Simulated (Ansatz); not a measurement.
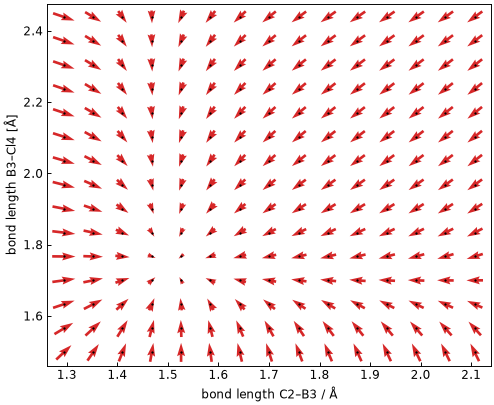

C2H2BCl, SMILES C#CBCl. The first coordinate is: bond length C2–B3; the second: bond length B3–Cl4. Nothing is relaxed (all other coordinates rigid). The scan uses a 15 × 15 grid. Points are written as (first, second). All numbers below come from Ansatz, RKS PBE0-D4/def2-TZVP.

Drawn: dots at the grid points, arrows along the force (downhill), their lengths compressed.

**The arrows alone are given. Where is the energy lowest?**

The arrows converge at about (1.505 Å, 1.742 Å) (read from the interpolated surface).

The energy map of the same scan:

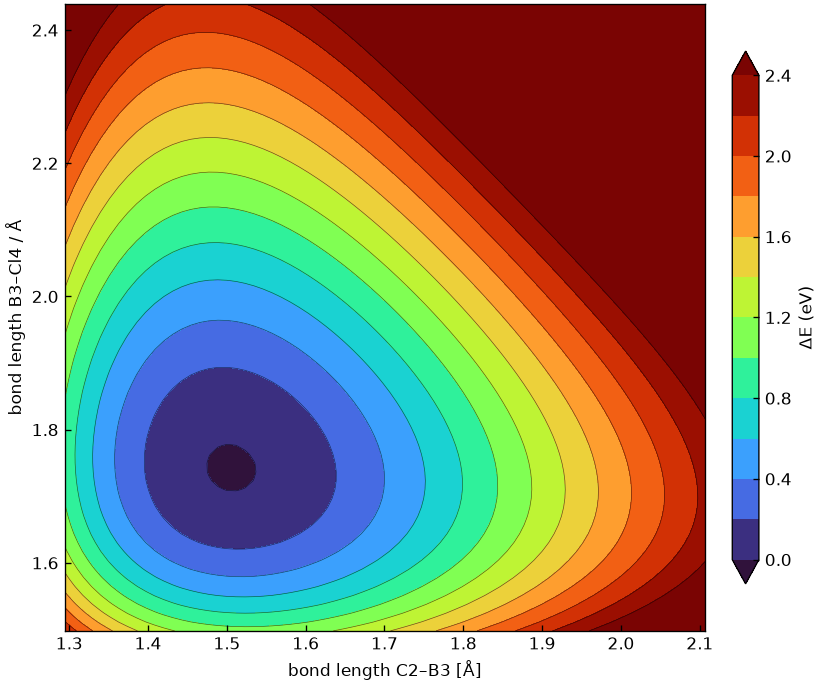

Energies are in eV, from the lowest grid point; between grid points the surface is interpolated.
